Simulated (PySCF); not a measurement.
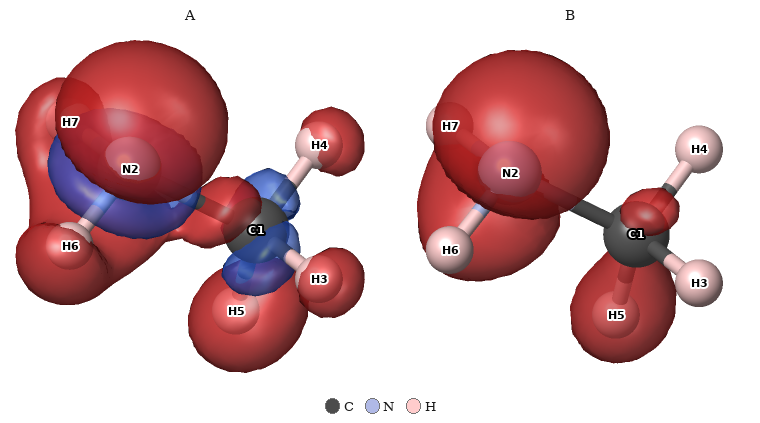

Figure. CH₅N, SMILES `CN`. The Fukui function f⁻ from two separate SCF calculations and the density of the HOMO, at ±0.05 e/Å³ (red positive, blue negative).

PySCF calculation, CAM-B3LYP/aug-cc-pVDZ, gas phase; geometry: GFN2-xTB. No frequency check shows the geometry to be a minimum.

Coordinates in Å:

```
C1       0.7030    0.0000   -0.0159
N2      -0.7431   -0.0001    0.1206
H3       1.0986   -0.8841    0.4833
H4       1.0989    0.8832    0.4840
H5       1.0620    0.0005   -1.0554
H6      -1.1379   -0.8184   -0.3310
H7      -1.1376    0.8190   -0.3303
```

**Which panel is which, and how good is the frozen-orbital picture?**

A is f⁻ (it has negative regions), B the HOMO density. The HOMO lies on N2 (65 %), C1 (11 %) and H5 (8 %); f⁻ (Hirshfeld-condensed) is largest on N2 (0.40); the vertical ionisation energy is 9.64 eV. Relaxation shifts 27 % of the electron between atoms. The orbital energy is −8.30 eV.
